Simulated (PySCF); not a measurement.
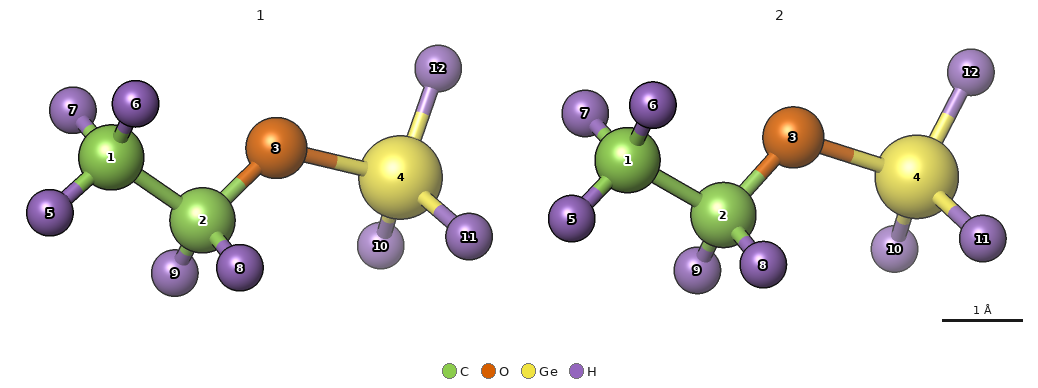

Two geometries of C2H8GeO, drawn at one scale. One is the start of a relaxation, the other its converged end. Style: ball-and-stick. Shown at a tilt.

All numbers below come from PBE0-D3(BJ)/def2-SVP geometry optimisation, gas phase in PySCF 2.14.0, density-fitted response routines. 

Which one is relaxed?

Answer. Structure 2 is the relaxed one. The start comes from GFN2-xTB. Its atoms were then displaced at random by about 0.01 Å. The largest move after the best rigid fit is that of H12, 0.19 Å. By element the largest moves are H 0.19 Å, O 0.14 Å, C 0.08 Å, Ge 0.05 Å. Near-neighbour distances that change, for instance: Ge4–H10 1.482 → 1.543 Å, Ge4–H12 1.477 → 1.532 Å, C1–H6 1.069 → 1.100 Å, Ge4–H11 1.513 → 1.544 Å. Bond angles that change, for instance: C2–O3–Ge4 127.5° → 119.9°, O3–Ge4–H12 100.2° → 104.8°, H10–Ge4–H12 115.1° → 111.8°. Over 4 geometry steps the energy falls by 0.172 eV.
